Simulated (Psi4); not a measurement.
Single-point calculation, with input and output: GeH$_{2}$Cl$_{2}$O (part 1 of 2)

GeH$_{2}$Cl$_{2}$O, computed with CAM-B3LYP/def2-SVP, UKS (Psi4 1.11).

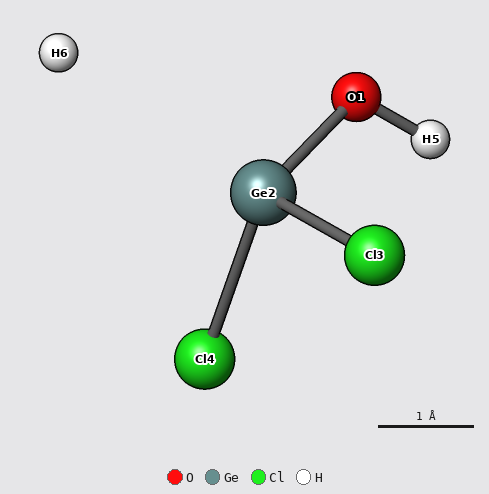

**Figure 1.** The structure as given in the input (ball-and-stick view, seen at a tilt; atoms are numbered from 1 in the order of the input). Sticks mark near contacts.

The input (calc.inp):
```
memory 1600 mb

molecule molecule1 {
  0 1
  O      0.229895     1.008029    -1.731683
  Ge     0.325495    -0.431771    -0.738583
  Cl     2.339395    -1.145571    -0.695783
  Cl    -0.861505    -1.983571    -1.604883
  H      0.517295     0.869029    -2.638483
  H     -0.554000     0.204900     1.775700
  symmetry c1
}

set globals {
  reference uks
  guess_mix true
}

set reference uhf
set stability_analysis follow
set max_attempts 5
energy("scf/def2-SVP")
set reference uks
set stability_analysis none
set guess read
set guess_mix false

e_tot = energy("cam-b3lyp/def2-SVP")
```

Run on 1 thread of Intel Xeon @ 2.50GHz (Skylake/Cascade Lake), 32 GiB of memory available, shared host.

Launched with:
```bash
psi4 -n 1 calc.inp calc.out
```

The program's output:
```
Psi4 1.11 release

   => Loading Basis Set <=

    Name: DEF2-SVP
    Role: ORBITAL
    Keyword: BASIS

         ---------------------------------------------------------
                                   SCF
                              UHF Reference
                        1 Threads,   1525 MiB Core
         ---------------------------------------------------------

  ==> Geometry <==

    Molecular point group: c1
    Full point group: C1

    Geometry (in Angstrom), charge = 0, multiplicity = 1:

       Center              X                  Y                   Z               Mass
    ------------   -----------------  -----------------  -----------------  -----------------
         O           -0.260507921605     1.774905379849    -0.720891686931    15.994914619570
         GE          -0.164907921605     0.335105379849     0.272208313069    73.921177761000
         CL           1.848992078395    -0.378694620151     0.315008313069    34.968852682000
         CL          -1.351907921605    -1.216694620151    -0.594091686931    34.968852682000
         H            0.026892078395     1.635905379849    -1.627691686931     1.007825032230
         H           -1.044402921605     0.971776379849     2.786491313069     1.007825032230

  Running in c1 symmetry.

  Rotational constants: A =      0.11955  B =      0.07228  C =      0.05276 [cm^-1]
  Rotational constants: A =   3584.14856  B =   2167.01140  C =   1581.63773 [MHz]
  Nuclear repulsion =  465.493700855041254

  Charge       = 0
  Multiplicity = 1
  Electrons    = 76
  Nalpha       = 38
  Nbeta        = 38

  ==> Algorithm <==

  SCF Algorithm Type is DF.
  DIIS enabled.
  MOM disabled.
  Fractional occupation disabled.
  Guess Type is SAD.
  Energy threshold   = 1.00e-06
  Density threshold  = 1.00e-06
  Integral threshold = 1.00e-12

  ==> Primary Basis <==

  Basis Set: DEF2-SVP
    Blend: DEF2-SVP
    Number of shells: 40
    Number of basis functions: 92
    Number of Cartesian functions: 98
    Spherical Harmonics?: true
    Max angular momentum: 2

   => Loading Basis Set <=

    Name: (DEF2-SVP AUX)
    Role: JKFIT
    Keyword: DF_BASIS_SCF

  ==> Integral Setup <==

  DFHelper Memory: AOs need 0.044 GiB; user supplied 1.118 GiB.
  SCF_SUBTYPE=INCORE selected. In-core MEM_DF algorithm will be used.
  Using in-core AOs.

  ==> MemDFJK: Density-Fitted J/K Matrices <==

    J tasked:                   Yes
    K tasked:                   Yes
    wK tasked:                   No
    Memory [MiB]:              1144
    Algorithm:                 Core
    Schwarz Cutoff:           1E-12
    Mask sparsity (%):       4.1588
    Fitting Condition:        1E-10

   => Auxiliary Basis Set <=

  Basis Set: (DEF2-SVP AUX)
    Blend: DEF2-UNIVERSAL-JKFIT
    Number of shells: 173
    Number of basis functions: 635
    Number of Cartesian functions: 814
    Spherical Harmonics?: true
    Max angular momentum: 5

  Minimum eigenvalue in the overlap matrix is 1.8242660252E-02.
  Reciprocal condition number of the overlap matrix is 4.6648749814E-03.
    Using symmetric orthogonalization.

  ==> Pre-Iterations <==

  SCF Guess: Superposition of Atomic Densities via on-the-fly atomic UHF (no occupation information).

   -------------------------
    Irrep   Nso     Nmo
   -------------------------
     A         92      92
   -------------------------
    Total      92      92
   -------------------------

  ==> Iterations <==

                           Total Energy        Delta E     RMS |[F,P]|

   @DF-UHF iter SAD: -3065.21574753662662   -3.06522e+03   0.00000e+00
  Mixing beta HOMO/LUMO orbitals (38,39)
   @DF-UHF iter   1: -3068.59090004378004   -3.37515e+00   2.25920e-02 ADIIS/DIIS
   @DF-UHF iter   2: -3069.20331768305823   -6.12418e-01   1.81964e-02 ADIIS/DIIS
   @DF-UHF iter   3: -3069.59403977962029   -3.90722e-01   1.01790e-02 ADIIS/DIIS
   @DF-UHF iter   4: -3069.77979217102393   -1.85752e-01   8.54502e-04 ADIIS/DIIS
   @DF-UHF iter   5: -3069.78742723550340   -7.63506e-03   2.69197e-04 ADIIS/DIIS
   @DF-UHF iter   6: -3069.78860736501520   -1.18013e-03   9.99959e-05 DIIS
   @DF-UHF iter   7: -3069.78875170488163   -1.44340e-04   3.30564e-05 DIIS
   @DF-UHF iter   8: -3069.78876098103683   -9.27616e-06   1.56641e-05 DIIS
   @DF-UHF iter   9: -3069.78876446414142   -3.48310e-06   5.54861e-06 DIIS
   @DF-UHF iter  10: -3069.78876511561839   -6.51477e-07   2.23432e-06 DIIS
   @DF-UHF iter  11: -3069.78876522561859   -1.10000e-07   8.56901e-07 DIIS
  Energy and wave function converged.

    Wavefunction stable under totally symmetric rotations.
    Lowest totally symmetric eigenvalue: 0.193629
    Lowest UHF->UHF stability eigenvalues:
       A 0.193629

    Stability analysis over.

  ==> Post-Iterations <==

   @Spin Contamination Metric:   8.252480719E-01
   @S^2 Expected:                0.000000000E+00
   @S^2 Observed:                8.252480719E-01
   @S   Expected:                0.000000000E+00
   @S   Observed:                0.000000000E+00

    Orbital Energies [Eh]
    ---------------------

    Alpha Occupied:

       1A   -405.292967     2A   -104.803243     3A   -104.803179
       4A    -52.217446     5A    -46.319568     6A    -46.319115
       7A    -46.318156     8A    -20.581510     9A    -10.566728
      10A    -10.566692    11A     -8.040310    12A     -8.040272
      13A     -8.038813    14A     -8.038778    15A     -8.037594
      16A     -8.037555    17A     -7.276127    18A     -5.257537
      19A     -5.256402    20A     -5.250953    21A     -1.735831
      22A     -1.734454    23A     -1.728770    24A     -1.727365
      25A     -1.726579    26A     -1.329241    27A     -1.106696
      28A     -1.081637    29A     -0.733263    30A     -0.645107
      31A     -0.570457    32A     -0.554488    33A     -0.514660
      34A     -0.500123    35A     -0.488317    36A     -0.481386
      37A     -0.471330    38A     -0.462004

    Alpha Virtual:

      39A      0.010945    40A      0.156691    41A      0.174749
      42A      0.191688    43A      0.232591    44A      0.297067
      45A      0.435199    46A      0.481689    47A      0.534616
      48A      0.548744    49A      0.549264    50A      0.612033
      51A      0.623965    52A      0.684597    53A      0.776998
      54A      0.782562    55A      0.855237    56A      0.889841
      57A      1.014940    58A      1.022944    59A      1.026360
      60A      1.028344    61A      1.030444    62A      1.069562
      63A      1.076370    64A      1.080779    65A      1.152197
      66A      1.208768    67A      1.214249    68A      1.227022
      69A      1.244078    70A      1.292156    71A      1.332780
      72A      1.339494    73A      1.380817    74A      1.529208
      75A      1.552414    76A      1.622076    77A      1.639535
      78A      1.662179    79A      1.710956    80A      1.726462
      81A      1.890334    82A      2.521170    83A      2.665529
      84A      2.762235    85A      2.791889    86A      2.838865
      87A      2.871776    88A      3.055794    89A      3.244710
      90A      3.324016    91A      3.497823    92A      4.080851

    Beta Occupied:

       1A   -405.295729     2A   -104.804757     3A   -104.804695
       4A    -52.219709     5A    -46.321663     6A    -46.320078
       7A    -46.319367     8A    -20.584373     9A    -10.568347
      10A    -10.568316    11A     -8.044692    12A     -8.044668
      13A     -8.040013    14A     -8.039980    15A     -8.039614
      16A     -8.039582    17A     -7.283293    18A     -5.262686
      19A     -5.258661    20A     -5.257128    21A     -1.737346
      22A     -1.735759    23A     -1.733163    24A     -1.730551
      25A     -1.729943    26A     -1.337617    27A     -1.119575
      28A     -1.094080    29A     -0.764342    30A     -0.660813
      31A     -0.579650    32A     -0.569379    33A     -0.517801
      34A     -0.513582    35A     -0.485121    36A     -0.477090
      37A     -0.464176    38A     -0.382676

    Beta Virtual:

      39A      0.059021    40A      0.141822    41A      0.153854
      42A      0.161872    43A      0.224893    44A      0.295244
      45A      0.427331    46A      0.466856    47A      0.495251
      48A      0.528889    49A      0.536404    50A      0.572703
      51A      0.671550    52A      0.768821    53A      0.772840
      54A      0.774092    55A      0.852740    56A      0.884425
      57A      1.007141    58A      1.019006    59A      1.019924
      60A      1.022270    61A      1.025232    62A      1.061277
      63A      1.066345    64A      1.074897    65A      1.141298
      66A      1.199726    67A      1.209276    68A      1.218704
      69A      1.240745    70A      1.284169    71A      1.328732
      72A      1.335181    73A      1.377586    74A      1.535429
      75A      1.571095    76A      1.667790    77A      1.708533
      78A      1.727771    79A      1.732567    80A      1.813944
      81A      1.885647    82A      2.517781    83A      2.653723
      84A      2.750318    85A      2.782246    86A      2.824908
      87A      2.863836    88A      3.051994    89A      3.241424
      90A      3.321480    91A      3.491972    92A      4.077794

    Final Occupation by Irrep:
              A
    DOCC [    38 ]
    SOCC [     0 ]
    NA   [    38 ]
    NB   [    38 ]

  @DF-UHF Final Energy: -3069.78876522561859

   => Energetics <=

    Nuclear Repulsion Energy =            465.4937008550412543
    One-Electron Energy =               -5197.1603835094283568
    Two-Electron Energy =                1661.8779174287683418
    Total Energy =                      -3069.7887652256185902

  UHF NO Occupations:
  HONO-2 :   36  A 1.9995248
  HONO-1 :   37  A 1.9984624
  HONO-0 :   38  A 1.4236165
  LUNO+0 :   39  A 0.5763835
  LUNO+1 :   40  A 0.0015376
  LUNO+2 :   41  A 0.0004752
  LUNO+3 :   42  A 0.0001199

Computation Completed

Properties will be evaluated at   0.000000,   0.000000,   0.000000 [a0]

Properties computed using the SCF density matrix

 Multipole Moments:

 ------------------------------------------------------------------------------------
     Multipole            Electronic (a.u.)      Nuclear  (a.u.)        Total (a.u.)
 ------------------------------------------------------------------------------------

 L = 1.  Multiply by 2.5417464519 to convert [e a0] to [Debye]
 Dipole X            :         -0.1502629            0.1356879           -0.0145750
 Dipole Y            :         -0.5955155            0.7722930            0.1767775
 Dipole Z            :          1.0880969           -1.2133652           -0.1252683
 Magnitude           :                                                    0.2171517

 ------------------------------------------------------------------------------------

	total time  =          9 seconds =       0.15 minutes

   => Loading Basis Set <=

    Name: DEF2-SVP
    Role: ORBITAL
    Keyword: BASIS

         ---------------------------------------------------------
                                   SCF
                              UKS Reference
                        1 Threads,   1525 MiB Core
         ---------------------------------------------------------

  ==> Geometry <==

    Molecular point group: c1
    Full point group: C1

    Geometry (in Angstrom), charge = 0, multiplicity = 1:
```
